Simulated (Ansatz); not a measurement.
**A computed series for HfN: response to strain**

Take HfN in the rock salt structure (space group Fm-3m, No. 225; a = 4.526 Å; relaxed with 0.1 eV smearing) as the base.

Strains are applied to the cell and any free atomic positions relax.

The values are results of r2SCAN (Ansatz, an electronic-structure program), scalar-relativistic without spin-orbit coupling, earlier PAW set, not measurements.

Notes on the quantities. energy relative to the base: free energy F.

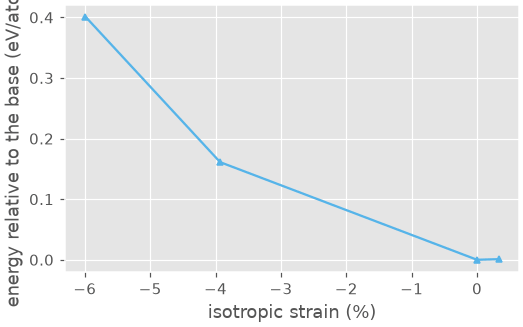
Fig. 1. Energy relative to the base against isotropic strain

```
isotropic strain (%)  energy relative to the base
--------------------  ---------------------------
-5.99                              +0.401 eV/atom
-3.93                               +161 meV/atom
0.33                                +1.0 meV/atom
```

No phonon test of stability was made. All final runs are without spin polarisation. An odd electron count without spin: HfN.
